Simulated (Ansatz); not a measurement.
```yaml
atoms:
  - { symbol: B, position_ang: [-0.8633, -0.6177, -0.1014] }
  - { symbol: O, position_ang: [1.6637, 1.3019, -1.3772] }
  - { symbol: O, position_ang: [-1.8417, -1.5370, 0.1361] }
  - { symbol: O, position_ang: [-0.8289, -0.0737, -1.3549] }
  - { symbol: H, position_ang: [1.4754, 2.2281, -1.2132] }
  - { symbol: Si, position_ang: [0.4946, -0.0602, 1.3121] }
  - { symbol: H, position_ang: [0.8193, 0.9158, -1.6441] }
  - { symbol: H, position_ang: [-1.8363, -1.8848, 1.0301] }
  - { symbol: H, position_ang: [-1.5129, -0.4335, -1.9319] }
  - { symbol: H, position_ang: [0.0273, -0.6517, 2.6057] }
  - { symbol: H, position_ang: [1.8494, -0.5999, 1.0402] }
  - { symbol: H, position_ang: [0.5535, 1.4125, 1.4987] }
```

The product side of a reaction path; geometry: PBE0-D4/def2-TZVP; a saddle point, not a minimum.

Method: RKS PBE0-D4/def2-TZVPP in Ansatz 0.2.0.

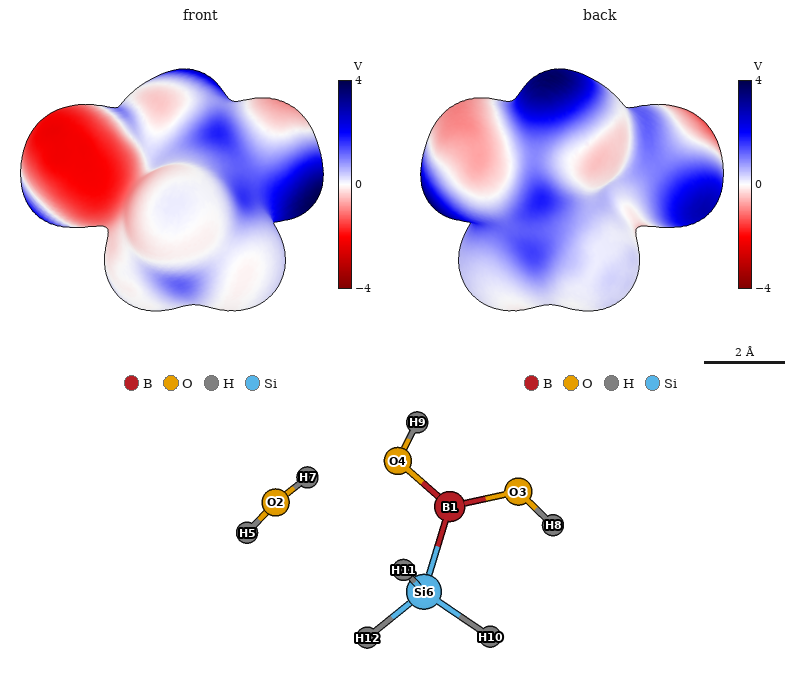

BH5O2Si···H2O. The molecular electrostatic potential painted on the density surface at 0.004 e/bohr³, seen from the front and from behind; red is negative and blue positive. The bare structure is drawn below in the same view.

Describe the electrostatic potential map.

Answer. The most negative region (about −2.2 V) lies over O2, the most positive (about +3.7 V) over H8 and H9. O2 is the likeliest acceptor of a hydrogen bond.
